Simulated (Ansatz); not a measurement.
# GaMo4S8: pressure series

The parent structure is GaMo$_{4}$S$_{8}$ (space group F-43m, No. 216; a = 9.6651 Å).

Cell and atoms are relaxed at each pressure.

Method: PBEsol/PAW in Ansatz (a first-principles code), no spin-orbit coupling.

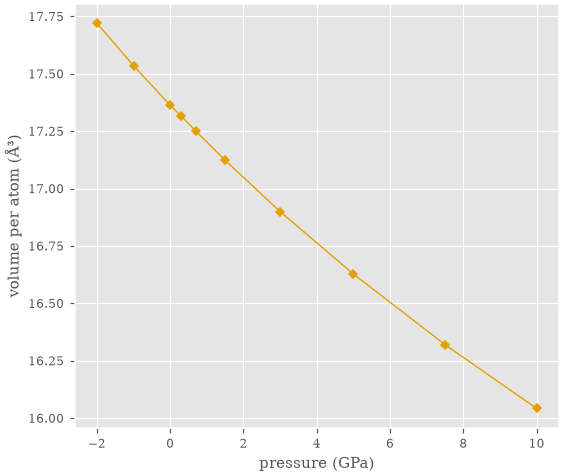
Volume per atom against pressure

Task: From the plot, what is the volume per atom for pressure 3 GPa?

Result: About 16.9 Å³.

Task: Is the trend monotonic over the range shown?

Result: Yes, it falls throughout, spanning 16.04 Å³ to 17.72 Å³.

Load acts through the strain it causes; cell and atoms are relaxed under it. No phonon test of stability was made. No other phases were tried under pressure. All final runs are without spin polarisation. An odd electron count without spin: GaMo4S8.
